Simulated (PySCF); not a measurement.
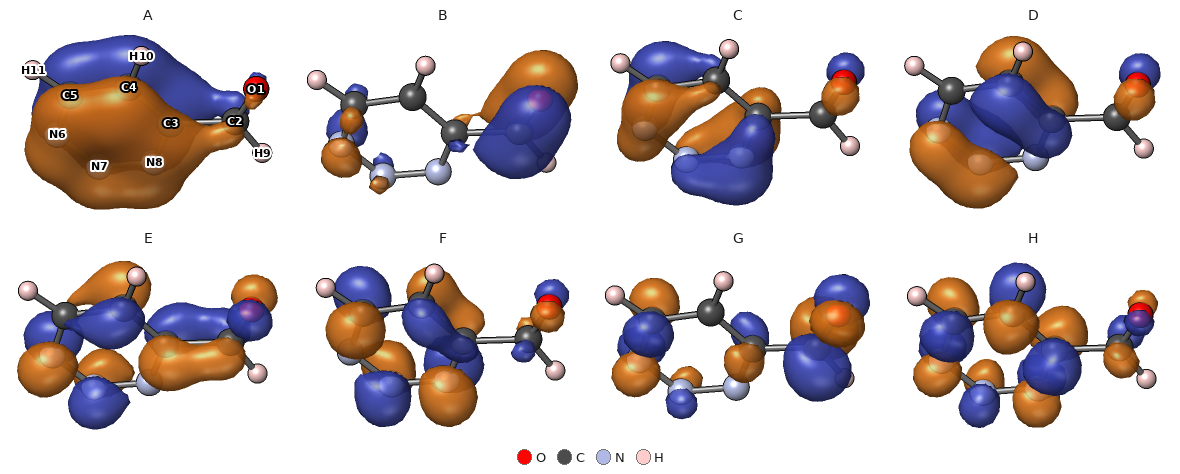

Figure 1: C4H3N3O, SMILES `O=Cc1ccnnn1`. Natural orbitals of the π active space, CASSCF(8,8), singlet state, in order of falling occupation.

Method: def2-SVP basis; geometry: GFN2-xTB; program: PySCF. No frequency check shows the geometry to be a minimum.

Cartesian coordinates (Å):

```
O1      -2.7794   -0.3936    0.0000
C2      -1.9377    0.4611    0.0000
C3      -0.4777    0.1833    0.0000
C4       0.0359   -1.1135    0.0000
C5       1.4233   -1.1858    0.0000
N6       2.1646   -0.0867    0.0000
N7       1.6119    1.0801    0.0000
N8       0.3367    1.2404    0.0000
H9      -2.1697    1.5391    0.0000
H10     -0.6130   -1.9750    0.0000
H11      1.9627   -2.1228    0.0000
```

What are the natural occupation numbers?

Answer. A 1.96, B 1.92, C 1.89, D 1.88, E 0.12, F 0.11, G 0.07, H 0.04.

How multiconfigurational is the state?

Answer. The leading determinant weighs 0.84; the effective number of unpaired electrons, Σ n²(2−n)², is 0.24; the most occupied of the weakly occupied orbitals holds 0.12 e, as in an ordinary closed-shell π system. The active space lowers the energy by 3.34 eV against Hartree–Fock.

Where does the lowest triplet lie relative to the singlet, at this geometry and within this active space?

Answer. 4.52 eV above it by strongly contracted NEVPT2 (+3.92 eV by CASSCF); a small basis tends to put such gaps a few tenths of an eV too high. This is a vertical energy for π states alone; a state that uses lone pairs or σ orbitals may lie lower.
